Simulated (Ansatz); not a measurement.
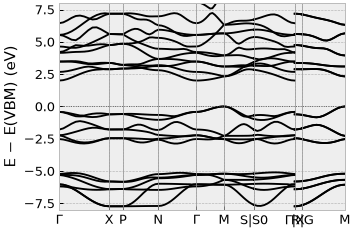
*Band structure from DFT-r²SCAN in the program Ansatz with PAW potentials*

Task: Read off the gap and where the band edges lie.

Result: About 2.0 eV (2.01 eV by a search for the band edges); maximum at M, minimum at Γ.

Task: Pick the material that matches.
(A) TiNF, I4_1md (Ti on 4a, N on 4a, F on 4a)
(B) Si, I4/mmm (Si on 8h)
(C) SrTiO3, I4/mcm (Sr on 4b, Ti on 4c, O on 8h, O on 4a)
(D) VBiO4, I4_1/a (V on 4a, Bi on 4b, O on 16f)

Result: A, TiNF, I4_1md (Ti on 4a, N on 4a, F on 4a)

The first step of the workflow began from a Materials Project structure, measured or hypothetical; the Crystallography Open Database copy checked does not list it. Its standing as an ambient phase is unchecked. Symmetry was held in the r²SCAN relaxation; its stability against distortions is not shown here. No spin polarisation was allowed.

Potentials: the later of the program's two PAW sets.
